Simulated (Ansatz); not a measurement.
**SnH2S2: molecular dynamics**

SnH2S2, computed with RKS PBE-D4/def2-SVP (Ansatz 0.2.0).

One setting was made poor on purpose. It belongs to a series of runs on one base structure; here: an input spoilt on purpose. Figures and captions count atoms from 1; the log counts them from 0 in places.

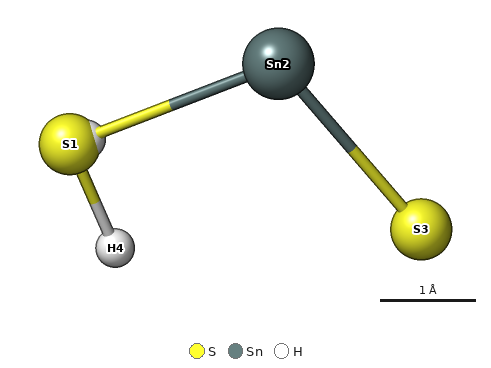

**Figure 1.** The structure as given in the input (ball-and-stick view, seen at a tilt; atoms are numbered from 1 in the order of the input). Sticks mark near contacts.

**Key numbers**

| quantity | value |
| --- | --- |
| outcome | finished |
| mean temperature over the second half | 2716883 K |
| trajectory | 25 steps, 6.25 fs |
| ensemble | nvt_langevin |
| temperature in the input | 1000.0 K |
| time step | 0.25 fs |
| potential energy (last step) | −27513.5931 eV |
| mean-field energy (last step) | −27513.4758 eV |
| largest force (length of the vector) (last step) | 3.649 eV/Å |
| hardware | 1 thread of Arm Neoverse V2, 24 GiB of memory available, shared host |
| wall time | 33 s |
| peak memory | 0.11 GiB |

**Remarks**

A deliberately poor setting: bad input. So short a trajectory is not equilibrated. The logged temperature at the start can lie below the typed one, since it is counted over all degrees of freedom. The temperature stays far from the 1000 K of the thermostat over the second half: the run isn't equilibrated. The integration failed: the conserved energy drifts or the temperature runs away, so the later frames and the averages aren't results; the time step is too long for this system.

**The input**
```yaml
crystal:
  periodic: [false, false, false]
  atoms:
    - { symbol: S, position_ang: [-1.828092, -0.11085, -0.518211] }
    - { symbol: Sn, position_ang: [-0.210111, 1.712865, -0.003454] }
    - { symbol: S, position_ang: [1.813172, 0.349585, 0.503218] }
    - { symbol: H, position_ang: [-0.970586, -1.152236, -0.325133] }
    - { symbol: H, position_ang: [-1.678092, -0.01085, -0.518211] }
basis:
  gaussian: { orbitals: def2-SVP }
hamiltonian:
  xc: pbe
  dispersion: d4
md:
  timestep: 0.25
  n_steps: 25
  ensemble: nvt_langevin
  temperature: 1000.0
  initial_velocities: maxwell_boltzmann
  seed: 198458
  friction: 0.005
scf:
  lower_state_search: "off"
```

Command:
```bash
ansatz run input.yaml --threads 1 --pin off --max-ram 2048MiB --backend cpu --events-out ev --progress --plain --runs-dir out
```

**The program's output**
```
Engine: ansatz 0.2.0, aarch64-unknown-linux-gnu
Functional definition: PBE
  parameter kappa = 0.804
  parameter beta = 0.06672455060314922
  exchange = pbe_x(kappa = kappa, mu = beta*pi^2/3)
  correlation = pbe_c(beta = beta)
these checks for a lower state are left out or cut short: stability, starts, cluster_reference, orbital_swaps, neighbouring_geometries, increment
817 factors; their error is unknown
mean field evaluation 1: about -27006.3825 eV, gradient 4.8e1 eV
mean field evaluation 2: about -26921.0112 eV, gradient 1.2e2 eV
mean field evaluation 4: about -27013.2270 eV, gradient 4.6e0 eV
mean field evaluation 8: about -27013.3368 eV, gradient 3.4e-1 eV
mean field evaluation 16: about -27013.4510 eV, gradient 2.7e-3 eV
mean field -27013.45104532 eV, -992.7260155406 hartree, gradient 3.3e-6 eV, S^2 0.000000; 0 other end points of the search recorded, 0 dependent functions left out
the calculation of the forces begins
reference -27013.45107265 eV, -992.7260165452 hartree; 28, 28 occupied and 44, 44 virtual orbitals, 817 factors
md step     0: t =     0.00 fs  T =   800.0 K  F+E_penalty+E_count = -27013.60986564 eV  E_kin = 0.517040 eV  (20 SCF iters)
these checks for a lower state are left out or cut short: stability, starts, cluster_reference, orbital_swaps, neighbouring_geometries, increment
817 factors; their error is unknown
mean field evaluation 32: about -27508.8156 eV, gradient 5.9e-6 eV
mean field -27508.81563565 eV, -1010.9303284653 hartree, gradient 1.1e-6 eV, S^2 0.000000; 0 other end points of the search recorded, 0 dependent functions left out
[... from here on the field's lines of each further geometry are left out, up to the last ...]
md step     1: t =     0.25 fs  T = 2818002.7 K  F+E_penalty+E_count = -27508.97098893 eV  E_kin = 1821.275098 eV  (40 SCF iters)
md step     2: t =     0.50 fs  T = 2809129.8 K  F+E_penalty+E_count = -27510.53726976 eV  E_kin = 1815.540553 eV  (37 SCF iters, 19 dispersion substeps)
md step     3: t =     0.75 fs  T = 2829071.9 K  F+E_penalty+E_count = -27517.64312475 eV  E_kin = 1828.429170 eV  (39 SCF iters, 19 dispersion substeps)
md step     4: t =     1.00 fs  T = 2819755.5 K  F+E_penalty+E_count = -27515.92848532 eV  E_kin = 1822.407955 eV  (59 SCF iters, 19 dispersion substeps)
md step     5: t =     1.25 fs  T = 2810170.2 K  F+E_penalty+E_count = -27515.39689960 eV  E_kin = 1816.213016 eV  (37 SCF iters, 19 dispersion substeps)
md step     6: t =     1.50 fs  T = 2804121.9 K  F+E_penalty+E_count = -27515.24717386 eV  E_kin = 1812.303956 eV  (32 SCF iters, 19 dispersion substeps)
md step     7: t =     1.75 fs  T = 2796298.4 K  F+E_penalty+E_count = -27515.16651590 eV  E_kin = 1807.247670 eV  (27 SCF iters, 19 dispersion substeps)
md step     8: t =     2.00 fs  T = 2788666.9 K  F+E_penalty+E_count = -27515.08519354 eV  E_kin = 1802.315404 eV  (27 SCF iters, 19 dispersion substeps)
md step     9: t =     2.25 fs  T = 2781910.8 K  F+E_penalty+E_count = -27514.99853876 eV  E_kin = 1797.948957 eV  (27 SCF iters, 19 dispersion substeps)
md step    10: t =     2.50 fs  T = 2774584.8 K  F+E_penalty+E_count = -27514.90671995 eV  E_kin = 1793.214128 eV  (32 SCF iters, 19 dispersion substeps)
md step    11: t =     2.75 fs  T = 2769284.8 K  F+E_penalty+E_count = -27514.81077143 eV  E_kin = 1789.788739 eV  (54 SCF iters, 19 dispersion substeps)
md step    12: t =     3.00 fs  T = 2763425.9 K  F+E_penalty+E_count = -27514.71293278 eV  E_kin = 1786.002162 eV  (38 SCF iters, 19 dispersion substeps)
md step    13: t =     3.25 fs  T = 2757167.9 K  F+E_penalty+E_count = -27514.61433091 eV  E_kin = 1781.957604 eV  (34 SCF iters, 19 dispersion substeps)
md step    14: t =     3.50 fs  T = 2750898.7 K  F+E_penalty+E_count = -27514.51547817 eV  E_kin = 1777.905839 eV  (33 SCF iters, 19 dispersion substeps)
md step    15: t =     3.75 fs  T = 2741139.1 K  F+E_penalty+E_count = -27514.41692625 eV  E_kin = 1771.598180 eV  (32 SCF iters, 19 dispersion substeps)
md step    16: t =     4.00 fs  T = 2736258.9 K  F+E_penalty+E_count = -27514.31985059 eV  E_kin = 1768.444119 eV  (29 SCF iters, 19 dispersion substeps)
md step    17: t =     4.25 fs  T = 2730396.6 K  F+E_penalty+E_count = -27514.22472145 eV  E_kin = 1764.655277 eV  (29 SCF iters, 19 dispersion substeps)
md step    18: t =     4.50 fs  T = 2724464.9 K  F+E_penalty+E_count = -27514.13148072 eV  E_kin = 1760.821629 eV  (29 SCF iters, 19 dispersion substeps)
md step    19: t =     4.75 fs  T = 2717835.8 K  F+E_penalty+E_count = -27514.04145230 eV  E_kin = 1756.537292 eV  (29 SCF iters, 19 dispersion substeps)
md step    20: t =     5.00 fs  T = 2710556.4 K  F+E_penalty+E_count = -27513.95575446 eV  E_kin = 1751.832588 eV  (29 SCF iters, 19 dispersion substeps)
md step    21: t =     5.25 fs  T = 2703225.6 K  F+E_penalty+E_count = -27513.87456797 eV  E_kin = 1747.094717 eV  (30 SCF iters, 19 dispersion substeps)
md step    22: t =     5.50 fs  T = 2696456.5 K  F+E_penalty+E_count = -27513.79757154 eV  E_kin = 1742.719841 eV  (30 SCF iters, 19 dispersion substeps)
md step    23: t =     5.75 fs  T = 2689963.9 K  F+E_penalty+E_count = -27513.72502752 eV  E_kin = 1738.523686 eV  (30 SCF iters, 19 dispersion substeps)
the calculation of the forces begins
reference -27513.53870031 eV, -1011.1038978900 hartree; 28, 28 occupied and 44, 44 virtual orbitals, 817 factors
md step    24: t =     6.00 fs  T = 2684361.5 K  F+E_penalty+E_count = -27513.65697444 eV  E_kin = 1734.902808 eV  (30 SCF iters, 19 dispersion substeps)
these checks for a lower state are left out or cut short: stability, starts, cluster_reference, orbital_swaps, neighbouring_geometries, increment
817 factors; their error is unknown
mean field -27513.47574386 eV, -1011.1015842831 hartree, gradient 2.8e-6 eV, S^2 0.000000; 0 other end points of the search recorded, 0 dependent functions left out
the calculation of the forces begins
reference -27513.47579242 eV, -1011.1015860678 hartree; 28, 28 occupied and 44, 44 virtual orbitals, 817 factors
md step    25: t =     6.25 fs  T = 2676750.2 K  F+E_penalty+E_count = -27513.59300523 eV  E_kin = 1729.983665 eV  (30 SCF iters, 19 dispersion substeps)
```

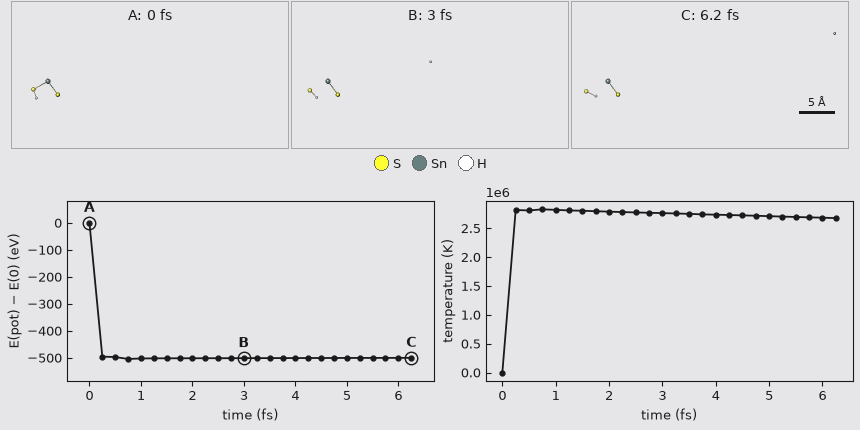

**Figure 2.** Frames of the molecular dynamics (ball-and-stick, seen at a tilt) above the curves, on which the letters mark them. The trajectory kept here has 26 frames over 6.25 fs. The temperature starts at 800 K, ranges from 800 to 2829072 K and averages 2716883 K over the second half. The potential energy ends 499.983 eV below its first value. After an unweighted best fit of the last frame on the first, the root-mean-square displacement is 13.71 Å, and H5 has moved furthest (26.81 Å).

```
Total energy: -27513.59305379 eV, -1011.1058953438 hartree
Atom 0 at    -2.747302    -0.788689    -0.486743 Å, force     3.578543     0.338014     0.629730 eV/Å
Atom 1 at    -0.221546     1.715642    -0.006819 Å, force     1.310459    -1.440346     0.359190 eV/Å
Atom 2 at     1.837664     0.401493     0.510422 Å, force    -1.932837     1.099095    -0.476852 eV/Å
Atom 3 at    -1.176242    -0.932454    -0.221125 Å, force    -2.956163     0.003240    -0.512067 eV/Å
Atom 4 at    28.473718    19.532318    -1.152958 Å, force    -0.000001    -0.000002    -0.000001 eV/Å
Dipole moment:    -0.402867     0.394799    -0.046451 e Å
Checks for a lower state left out: stability, starts, cluster_reference, orbital_swaps, neighbouring_geometries, increment
```

**Trajectory as extended XYZ (Å, eV, eV/Å), 26 frames, from step=0 to step=25**
```
5
Properties=species:S:1:pos:R:3:forces:R:3 step=0 time_fs=0.0 energy=-27013.60987 temperature=800.0
S    -1.8281   -0.1108   -0.5182  -4074.6746 -2721.1378  -0.8740
Sn   -0.2101    1.7129   -0.0035    3.9255   0.9148   1.0893
S     1.8132    0.3496    0.5032   -2.3753   1.2252  -0.6342
H    -0.9706   -1.1522   -0.3251   -0.5232   0.2598  -0.0316
H    -1.6781   -0.0108   -0.5182  4073.6475 2718.7380   0.4506
5
Properties=species:S:1:pos:R:3:forces:R:3 step=1 time_fs=0.2 energy=-27508.97099 temperature=2818002.7
S    -1.8659   -0.1386   -0.5168   -0.7981  -1.1218  -0.2632
Sn   -0.2105    1.7128   -0.0039   11.6658  32.0326  19.2009
S     1.8145    0.3516    0.5037   -1.7785   1.0510  -0.4423
H    -0.9698   -1.1458   -0.3207   -0.0475  -0.1598   0.0723
H    -0.4665    0.8046   -0.5255   -9.0417 -31.8020 -18.5677
5
Properties=species:S:1:pos:R:3:forces:R:3 step=2 time_fs=0.5 energy=-27510.53727 temperature=2809129.8
S    -1.9038   -0.1663   -0.5154    0.3403   0.6676   0.1478
Sn   -0.2109    1.7129   -0.0043  -29.9868   2.0003  17.1013
S     1.8157    0.3535    0.5042   -0.9474   0.6658  -0.3257
H    -0.9691   -1.1392   -0.3159    0.0751   0.0401   0.0992
H     0.7383    1.5999   -0.5438   30.5187  -3.3738 -17.0226
5
Properties=species:S:1:pos:R:3:forces:R:3 step=3 time_fs=0.8 energy=-27517.64312 temperature=2829071.9
S    -1.9416   -0.1940   -0.5139    0.5623   0.5739   0.1331
Sn   -0.2114    1.7130   -0.0046   -0.1283  -0.5702  -0.1837
S     1.8168    0.3554    0.5047    0.0703   1.9772  -1.0141
H    -0.9685   -1.1326   -0.3113   -0.0234   0.0492  -0.0017
H     1.9599    2.3924   -0.5723   -0.4809  -2.0301   1.0664
5
Properties=species:S:1:pos:R:3:forces:R:3 step=4 time_fs=1.0 energy=-27515.92849 temperature=2819755.5
S    -1.9792   -0.2216   -0.5125    0.9953   0.5492   0.3323
Sn   -0.2119    1.7132   -0.0048   -0.0568  -0.9752  -0.0455
S     1.8180    0.3572    0.5052   -0.4635   1.1553  -0.5164
H    -0.9682   -1.1257   -0.3069   -0.2217  -0.0143  -0.0803
H     3.1800    3.1827   -0.6004   -0.2533  -0.7150   0.3098
5
Properties=species:S:1:pos:R:3:forces:R:3 step=5 time_fs=1.2 energy=-27515.39690 temperature=2810170.2
S    -2.0166   -0.2493   -0.5112    1.1777   0.6717   0.3131
Sn   -0.2124    1.7134   -0.0050    0.3636  -1.4689   0.0630
S     1.8191    0.3591    0.5056   -1.1340   0.8566  -0.3515
H    -0.9686   -1.1186   -0.3025   -0.3238   0.0561  -0.0681
H     4.3983    3.9715   -0.6282   -0.0834  -0.1155   0.0435
5
Properties=species:S:1:pos:R:3:forces:R:3 step=6 time_fs=1.5 energy=-27515.24717 temperature=2804121.9
S    -2.0540   -0.2768   -0.5098    1.3936   0.6939   0.3387
Sn   -0.2128    1.7136   -0.0052    0.3815  -1.6345   0.0869
S     1.8203    0.3610    0.5060   -1.3028   0.8319  -0.3392
H    -0.9696   -1.1116   -0.2977   -0.4624   0.1189  -0.0895
H     5.6153    4.7589   -0.6558   -0.0099  -0.0102   0.0031
5
Properties=species:S:1:pos:R:3:forces:R:3 step=7 time_fs=1.8 energy=-27515.16652 temperature=2796298.4
S    -2.0913   -0.3043   -0.5086    1.6257   0.6776   0.3804
Sn   -0.2133    1.7139   -0.0053    0.3552  -1.7030   0.0871
S     1.8214    0.3628    0.5064   -1.3515   0.8469  -0.3469
H    -0.9709   -1.1042   -0.2927   -0.6286   0.1787  -0.1206
H     6.8310    5.5450   -0.6833   -0.0007  -0.0002   0.0000
5
Properties=species:S:1:pos:R:3:forces:R:3 step=8 time_fs=2.0 energy=-27515.08519 temperature=2788666.9
S    -2.1286   -0.3318   -0.5074    1.8502   0.6455   0.4193
Sn   -0.2137    1.7141   -0.0055    0.3435  -1.7464   0.0901
S     1.8226    0.3647    0.5067   -1.3876   0.8665  -0.3560
H    -0.9729   -1.0965   -0.2880   -0.8058   0.2344  -0.1534
H     8.0451    6.3300   -0.7109   -0.0002   0.0001   0.0000
5
Properties=species:S:1:pos:R:3:forces:R:3 step=9 time_fs=2.2 energy=-27514.99854 temperature=2781910.8
S    -2.1658   -0.3591   -0.5061    2.0684   0.6001   0.4547
Sn   -0.2140    1.7143   -0.0056    0.3500  -1.7745   0.0976
S     1.8238    0.3666    0.5069   -1.4237   0.8867  -0.3649
H    -0.9753   -1.0886   -0.2834   -0.9947   0.2877  -0.1873
H     9.2574    7.1144   -0.7379   -0.0001   0.0000   0.0000
5
Properties=species:S:1:pos:R:3:forces:R:3 step=10 time_fs=2.5 energy=-27514.90672 temperature=2774584.8
S    -2.2029   -0.3864   -0.5048    2.2833   0.5438   0.4876
Sn   -0.2144    1.7145   -0.0057    0.3724  -1.7887   0.1087
S     1.8250    0.3686    0.5071   -1.4598   0.9065  -0.3735
H    -0.9779   -1.0805   -0.2790   -1.1958   0.3383  -0.2228
H    10.4680    7.8983   -0.7648   -0.0001   0.0000   0.0000
5
Properties=species:S:1:pos:R:3:forces:R:3 step=11 time_fs=2.8 energy=-27514.81077 temperature=2769284.8
S    -2.2399   -0.4138   -0.5035    2.4828   0.4720   0.5180
Sn   -0.2148    1.7147   -0.0057    0.4092  -1.7690   0.1217
S     1.8261    0.3706    0.5072   -1.4929   0.9158  -0.3799
H    -0.9812   -1.0725   -0.2747   -1.3991   0.3812  -0.2598
H    11.6772    8.6811   -0.7919   -0.0001   0.0000   0.0000
5
Properties=species:S:1:pos:R:3:forces:R:3 step=12 time_fs=3.0 energy=-27514.71293 temperature=2763425.9
S    -2.2770   -0.4410   -0.5023    2.6589   0.3957   0.5430
Sn   -0.2152    1.7148   -0.0058    0.4566  -1.7236   0.1366
S     1.8272    0.3726    0.5073   -1.5219   0.9166  -0.3850
H    -0.9858   -1.0645   -0.2706   -1.5935   0.4113  -0.2946
H    12.8853    9.4630   -0.8188    0.0000   0.0000   0.0000
5
Properties=species:S:1:pos:R:3:forces:R:3 step=13 time_fs=3.2 energy=-27514.61433 temperature=2757167.9
S    -2.3139   -0.4682   -0.5011    2.8190   0.3331   0.5644
Sn   -0.2156    1.7149   -0.0058    0.5097  -1.6820   0.1526
S     1.8283    0.3745    0.5075   -1.5518   0.9204  -0.3907
H    -0.9918   -1.0563   -0.2665   -1.7768   0.4284  -0.3262
H    14.0923   10.2438   -0.8454    0.0000   0.0000   0.0000
5
Properties=species:S:1:pos:R:3:forces:R:3 step=14 time_fs=3.5 energy=-27514.51548 temperature=2750898.7
S    -2.3507   -0.4952   -0.5000    2.9650   0.2827   0.5828
Sn   -0.2161    1.7150   -0.0058    0.5673  -1.6447   0.1694
S     1.8293    0.3765    0.5078   -1.5826   0.9269  -0.3969
H    -0.9989   -1.0481   -0.2623   -1.9497   0.4352  -0.3552
H    15.2983   11.0235   -0.8717    0.0000   0.0000   0.0000
5
Properties=species:S:1:pos:R:3:forces:R:3 step=15 time_fs=3.8 energy=-27514.41693 temperature=2741139.1
S    -2.3874   -0.5222   -0.4988    3.0956   0.2436   0.5982
Sn   -0.2165    1.7151   -0.0058    0.6288  -1.6110   0.1867
S     1.8303    0.3787    0.5081   -1.6138   0.9357  -0.4034
H    -1.0073   -1.0396   -0.2582   -2.1106   0.4317  -0.3815
H    16.5027   11.8019   -0.8980    0.0000   0.0000   0.0000
5
Properties=species:S:1:pos:R:3:forces:R:3 step=16 time_fs=4.0 energy=-27514.31985 temperature=2736258.9
S    -2.4240   -0.5490   -0.4976    3.2068   0.2171   0.6108
Sn   -0.2170    1.7152   -0.0058    0.6938  -1.5806   0.2045
S     1.8312    0.3808    0.5084   -1.6456   0.9467  -0.4102
H    -1.0172   -1.0305   -0.2537   -2.2550   0.4168  -0.4051
H    17.7055   12.5793   -0.9241    0.0000   0.0000   0.0000
5
Properties=species:S:1:pos:R:3:forces:R:3 step=17 time_fs=4.2 energy=-27514.22472 temperature=2730396.6
S    -2.4605   -0.5758   -0.4964    3.3018   0.2009   0.6212
Sn   -0.2174    1.7152   -0.0059    0.7610  -1.5534   0.2225
S     1.8320    0.3830    0.5087   -1.6776   0.9595  -0.4172
H    -1.0285   -1.0211   -0.2491   -2.3852   0.3931  -0.4264
H    18.9073   13.3560   -0.9499    0.0000   0.0000   0.0000
5
Properties=species:S:1:pos:R:3:forces:R:3 step=18 time_fs=4.5 energy=-27514.13148 temperature=2724464.9
S    -2.4967   -0.6024   -0.4952    3.3834   0.1934   0.6287
Sn   -0.2179    1.7152   -0.0060    0.8296  -1.5294   0.2405
S     1.8328    0.3852    0.5090   -1.7097   0.9736  -0.4244
H    -1.0409   -1.0113   -0.2450   -2.5033   0.3624  -0.4448
H    20.1080   14.1318   -0.9755    0.0000   0.0000   0.0000
5
Properties=species:S:1:pos:R:3:forces:R:3 step=19 time_fs=4.8 energy=-27514.04145 temperature=2717835.8
S    -2.5328   -0.6291   -0.4939    3.4488   0.1952   0.6334
Sn   -0.2184    1.7153   -0.0060    0.8993  -1.5087   0.2585
S     1.8335    0.3874    0.5092   -1.7422   0.9892  -0.4318
H    -1.0548   -1.0010   -0.2413   -2.6060   0.3243  -0.4601
H    21.3073   14.9068   -1.0010    0.0000   0.0000   0.0000
5
Properties=species:S:1:pos:R:3:forces:R:3 step=20 time_fs=5.0 energy=-27513.95575 temperature=2710556.4
S    -2.5689   -0.6558   -0.4927    3.4977   0.2052   0.6360
Sn   -0.2189    1.7153   -0.0061    0.9696  -1.4910   0.2762
S     1.8343    0.3897    0.5094   -1.7747   1.0059  -0.4392
H    -1.0708   -0.9904   -0.2376   -2.6926   0.2798  -0.4730
H    22.5051   15.6806   -1.0261    0.0000   0.0000   0.0000
5
Properties=species:S:1:pos:R:3:forces:R:3 step=21 time_fs=5.2 energy=-27513.87457 temperature=2703225.6
S    -2.6048   -0.6824   -0.4915    3.5328   0.2222   0.6371
Sn   -0.2193    1.7154   -0.0062    1.0397  -1.4760   0.2935
S     1.8350    0.3920    0.5096   -1.8071   1.0236  -0.4467
H    -1.0886   -0.9794   -0.2338   -2.7653   0.2303  -0.4840
H    23.7015   16.4532   -1.0511    0.0000   0.0000   0.0000
5
Properties=species:S:1:pos:R:3:forces:R:3 step=22 time_fs=5.5 energy=-27513.79757 temperature=2696456.5
S    -2.6406   -0.7090   -0.4903    3.5569   0.2448   0.6373
Sn   -0.2198    1.7154   -0.0063    1.1093  -1.4637   0.3106
S     1.8357    0.3944    0.5098   -1.8394   1.0419  -0.4542
H    -1.1081   -0.9679   -0.2301   -2.8268   0.1770  -0.4936
H    24.8966   17.2245   -1.0766    0.0000   0.0000   0.0000
5
Properties=species:S:1:pos:R:3:forces:R:3 step=23 time_fs=5.8 energy=-27513.72503 temperature=2689963.9
S    -2.6763   -0.7356   -0.4892    3.5715   0.2722   0.6361
Sn   -0.2204    1.7155   -0.0064    1.1780  -1.4539   0.3272
S     1.8364    0.3967    0.5100   -1.8713   1.0608  -0.4619
H    -1.1293   -0.9563   -0.2267   -2.8781   0.1209  -0.5015
H    26.0904   17.9945   -1.1022    0.0000   0.0000   0.0000
5
Properties=species:S:1:pos:R:3:forces:R:3 step=24 time_fs=6.0 energy=-27513.65697 temperature=2684361.5
S    -2.7119   -0.7621   -0.4880    3.5780   0.3036   0.6335
Sn   -0.2210    1.7156   -0.0066    1.2452  -1.4462   0.3435
S     1.8370    0.3991    0.5102   -1.9026   1.0800  -0.4694
H    -1.1521   -0.9444   -0.2237   -2.9206   0.0626  -0.5075
H    27.2828   18.7638   -1.1276    0.0000   0.0000   0.0000
5
Properties=species:S:1:pos:R:3:forces:R:3 step=25 time_fs=6.2 energy=-27513.59300 temperature=2676750.2
S    -2.7473   -0.7887   -0.4867    3.5785   0.3380   0.6297
Sn   -0.2215    1.7156   -0.0068    1.3105  -1.4403   0.3592
S     1.8377    0.4015    0.5104   -1.9328   1.0991  -0.4769
H    -1.1762   -0.9325   -0.2211   -2.9562   0.0032  -0.5121
H    28.4737   19.5323   -1.1530    0.0000   0.0000   0.0000
```
